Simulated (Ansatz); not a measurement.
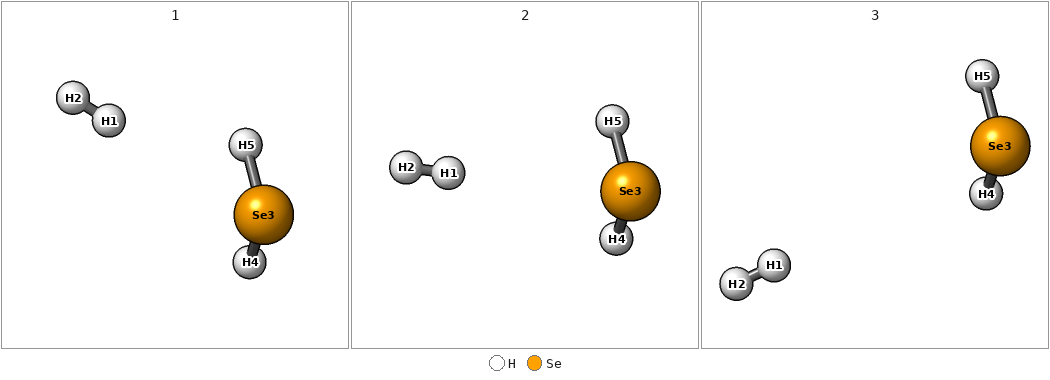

The pair H₂···H₂Se. The turn is about an axis along (−0.30, 0.94, −0.13) in the frame of the relaxed pair, normal to the line between the partners. The first coordinate is: distance Se3···H1; the second: turn of H1, H2 about Se3. The grid has 15 × 15 points. All energies are given in kJ/mol relative to the lowest grid point. Computed with RKS B3LYP-D4/def2-TZVPD (Ansatz).

The numbered pictures are structures from this grid.

**Which is the most stable, and how do the others follow?**

2, at distance Se3···H1 = 3.220 Å, turn of H1, H2 about Se3 = −8.6°: 0.22 kJ/mol; 1, at distance Se3···H1 = 3.220 Å, turn of H1, H2 about Se3 = −34.3°: 0.78 kJ/mol; 3, at distance Se3···H1 = 4.485 Å, turn of H1, H2 about Se3 = 25.7°: 1.07 kJ/mol.

The map, with the structures marked:

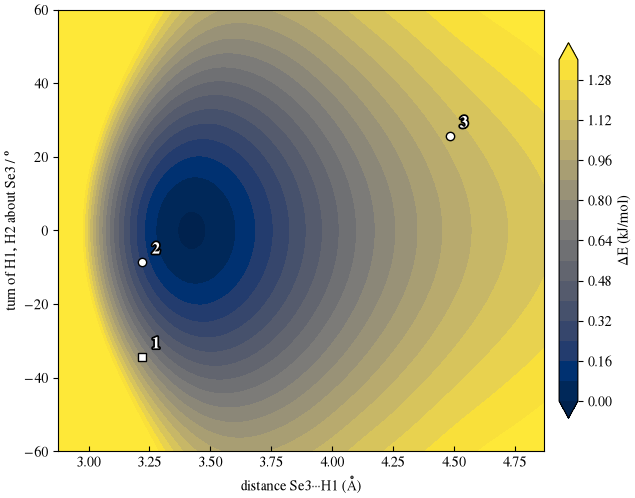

In the figure: filled contours, one colour for all values above the top of the scale. Between grid points the surface is interpolated.
